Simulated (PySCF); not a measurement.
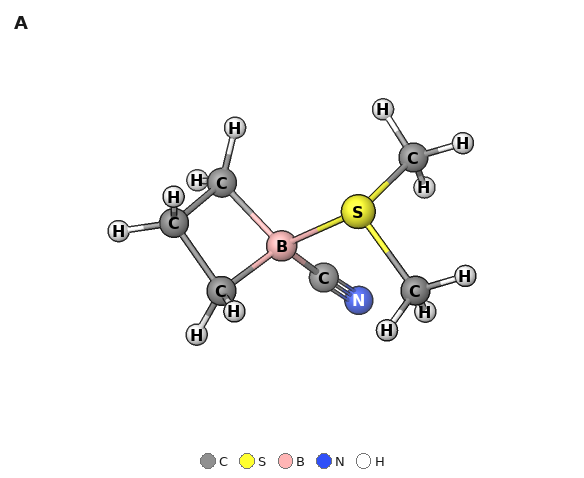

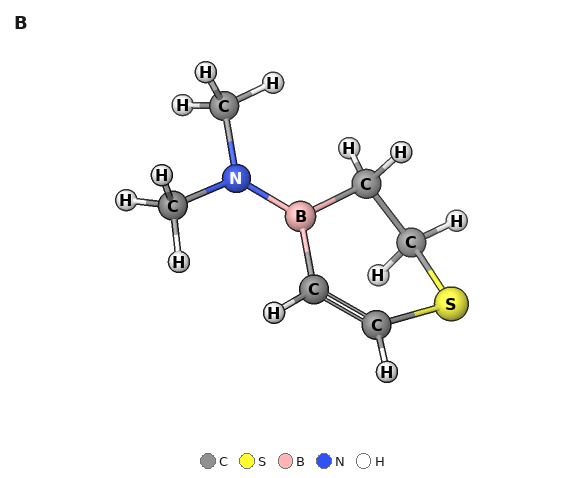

2 stationary structures of one formula. Geometries: GFN2-xTB. Electronic energies: PBE0/pcSseg-1 (PySCF 2.14.0), without zero-point energy. No frequency run is at hand to confirm each as a minimum. Each is one conformer, not always the lowest.

**Which is lowest in energy, and by how much?**

B is lowest; A lies 136.0 kJ/mol above it. A is `C[S+](C)[B-]1(C#N)CCC1`, B is `CN(C)B1C=CSCC1`.

The geometry is semi-empirical. Around B such bond lengths and angles can be off by a tenth of an ångström or more and by several degrees, and values that hang on the shape move with them.
